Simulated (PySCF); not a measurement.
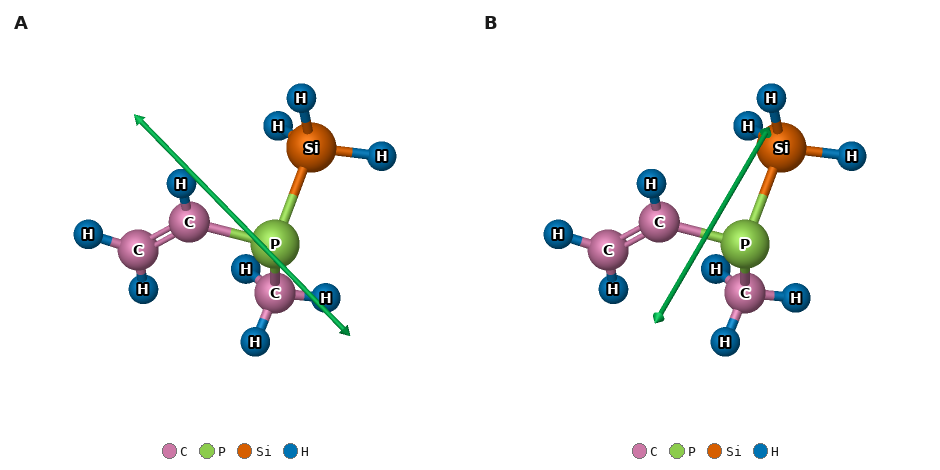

The double arrows show the directions of two transition dipoles from the ground state (lengths mean nothing). The geometry was computed by an optimisation with GFN2-xTB. No frequency run is at hand to confirm it as a minimum. Properties computed with TDDFT B3LYP/def2-SVPD, vertical, gas phase, core orbitals frozen in the response (PySCF 2.14.0).

**One belongs to singlet state 2 and one to singlet state 3. Which is which?**

A: state 2, 5.42 eV (229 nm), oscillator strength 0.035, mainly HOMO → LUMO+1 (weight 0.89).
B: state 3, 5.76 eV (215 nm), oscillator strength 0.042, mainly HOMO → LUMO+2 (weight 0.65).

The geometry is semi-empirical. Around P, Si such bond lengths and angles can be off by a tenth of an ångström or more and by several degrees, and values that hang on the shape move with them.
